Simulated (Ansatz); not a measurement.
H6OSi2···H2···NH3

```tsv
atom	x (Å)	y (Å)	z (Å)
Si	-0.8774	0.2371	-1.2135
H	1.6050	-3.0974	0.4067
H	-1.2668	0.5856	-2.6175
H	-0.8219	-1.2496	-1.1524
Si	1.1914	1.1746	-0.6629
H	-1.1317	0.1161	1.7261
O	-2.0924	0.8267	-0.2326
H	1.4062	-2.3887	0.2792
N	-0.2113	-0.2989	1.6389
H	1.0511	2.1395	0.4609
H	2.1773	0.1237	-0.2964
H	1.7639	1.9309	-1.8182
H	-2.8904	1.0780	-0.6989
H	0.3884	0.1103	2.3439
H	-0.2912	-1.2882	1.8365
```

The product side of a reaction path; geometry: PBE0-D4/def2-TZVP; a saddle point, not a minimum.

Theory: RKS PBE0-D4/def2-TZVPP in Ansatz 0.2.0.

**Predict the electron density and electron localisation function between the atoms.**

Si–O (1.67 Å): the density is about 1.1 e/Å³ at the midpoint; the ELF peaks at about 0.90 between the atoms, as expected for a shared but strongly polarised pair.
Si–Si (2.34 Å): ρ at the midpoint is about 0.66 e/Å³; the ELF peaks at about 1 between the atoms (a covalent bond).

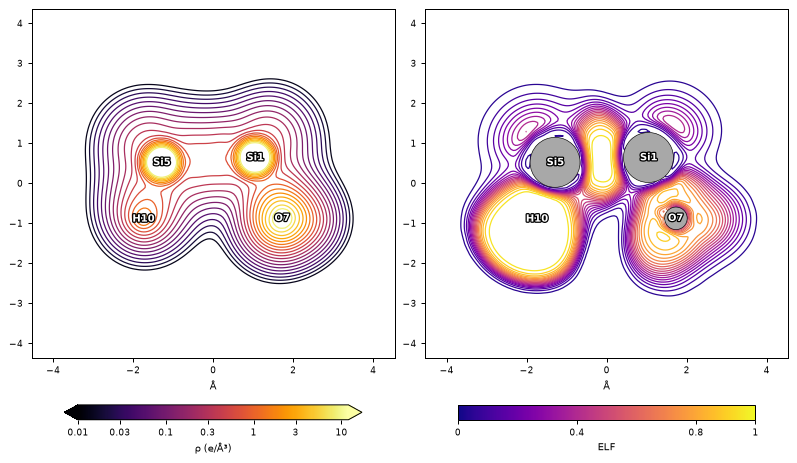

Computed electron density and electron localisation function on the plane of atoms Si5, Si1 and O7, in this order. Grey discs cover the atomic cores in the ELF map. 
